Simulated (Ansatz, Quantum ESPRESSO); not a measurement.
# WSi2N4, 1 layer: the dipole at a withheld member of a series

**Set-up.** Quantum ESPRESSO 7.5, PBE, GBRV ultrasoft. Cell and atoms are relaxed without a field with a D3(BJ) correction and then held. Sawtooth field with dipole correction, 17 Å of vacuum in the starting cell, Fermi-Dirac smearing of 0.002 Ry; bands along a path at each field. The series steps the field along the normal.

```
field along the normal  dipole (e Å)
                 0 V/Å       −0.0000
              0.05 V/Å        0.0157
               0.1 V/Å        0.0314
               0.2 V/Å        0.0629
               0.3 V/Å        0.0943
```

**Question.** What is the dipole at 0.4 V/Å?

**Worked estimate.** The rows at 0.2 V/Å and 0.3 V/Å give a slope of (0.0943 − (0.0629))/(0.3 − (0.2)) = 0.314, so a straight line gives 0.1257 e Å. A parabola through these and the row at 0.1 V/Å gives 0.1256 e Å.

What the calculation gave: 0.1257 e Å. The line misses by 0.0000 and the parabola by −0.0001 e Å. Both misses are under 5 % of the step from the nearer row.

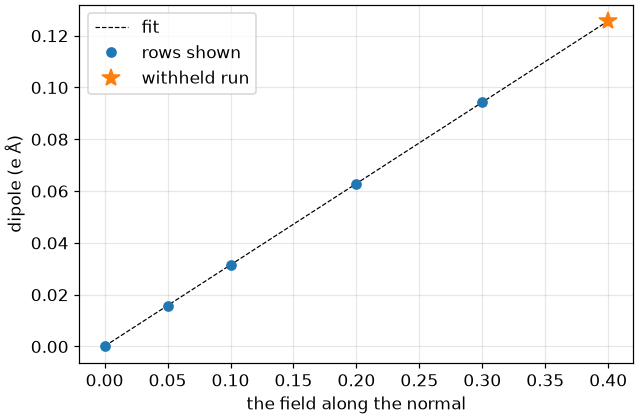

The rows shown, the fit and the withheld run.

**Limits.** Ions are held; semilocal gaps are too small; in strong fields empty levels can belong to the vacuum; one stacking. Members without a usable value, or on the other side of zero field or charge, are not listed.

[Logs are printed without paths, hosts, clocks, repeated set-up lines and the standing remarks that a program may print on its own settings, such as how far it seeks lower states.]
